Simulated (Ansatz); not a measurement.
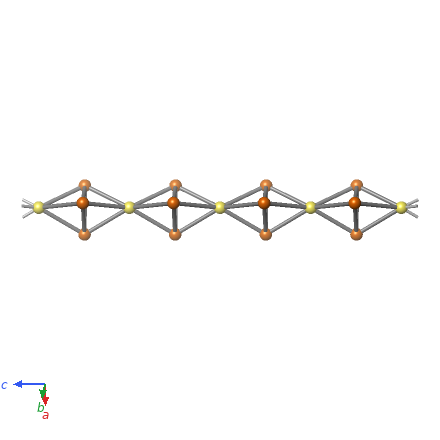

A cut-out of a periodic net derived from a crystal structure. Nodes are coloured by topological kind. One chain is drawn. Short stubs are edges that leave the cut-out.

**Classify the net: periodicity, connectivity, name.**

A binodal (4,6)-connected, one-periodic (chains) net.

**Give point symbol and coordination sequence of each kind of node.**

4-connected node: 3⁵·4, sequence 4, 6, 2, 6, 2; 6-connected node: 3⁶·*⁹, sequence 6, 2, 6, 2, 6.

Where the net comes from. The compound is As₃P (space group P6_3/mmc, No. 194), taken as coordinates from a relaxation with Ansatz 0.2.0, DFT PBE, scalar-relativistic, plane waves, PAW; the starting structure was generated, so it need not be a known form of this composition. Bonds are taken as As–As below 2.7 Å and As–P below 3 Å. The graph is simplified in the usual way: terminal and isolated atoms are pruned, two-connected atoms become edges. As is a 4-connected node; P is a 6-connected node, in the ratio 3:1.
